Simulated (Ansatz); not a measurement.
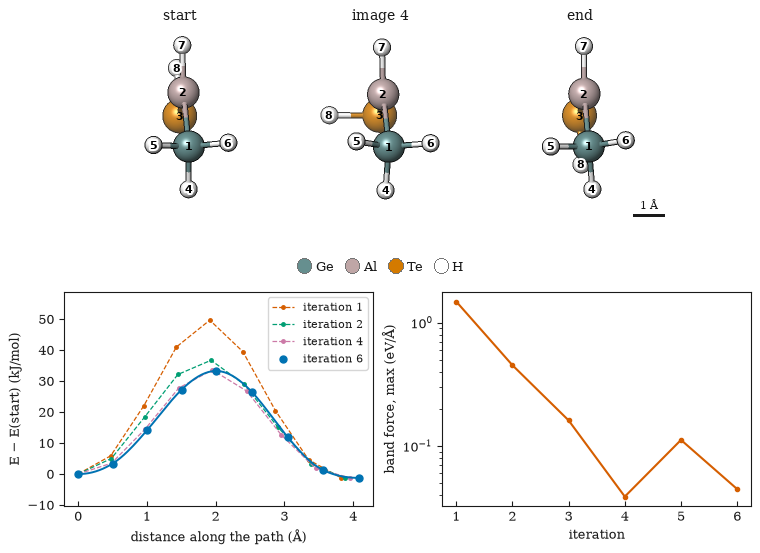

A nudged-elastic-band calculation for AlGeH₅Te. Images are numbered from 0 (start) to 8 (end). The plot follows the band through its iterations. Style: ball-and-stick. Shown from a free direction.

Level of theory: RKS PBE-D4/def2-SVPD in Ansatz 0.2.0. Set-up: 7 movable images; climbing image; force threshold 0.05 eV/Å; iteration limit 60; starting path by image-dependent pair potential.

Q: Judge this run.

A: The run is converged, with reservations. The band converged in 6 iterations. The largest component of the band force went from 1.5 to 0.045 eV/Å. The climbing image converged on the top of the path. Its vibrational analysis gives 2 imaginary modes over 30i cm⁻¹, so it isn't confirmed as a transition state. The first iteration put the highest image at 49.7 kJ/mol. Forward barrier 33.3 kJ/mol, backward barrier 34.5 kJ/mol, with image 4 at the top; the reaction energy is −1.3 kJ/mol.
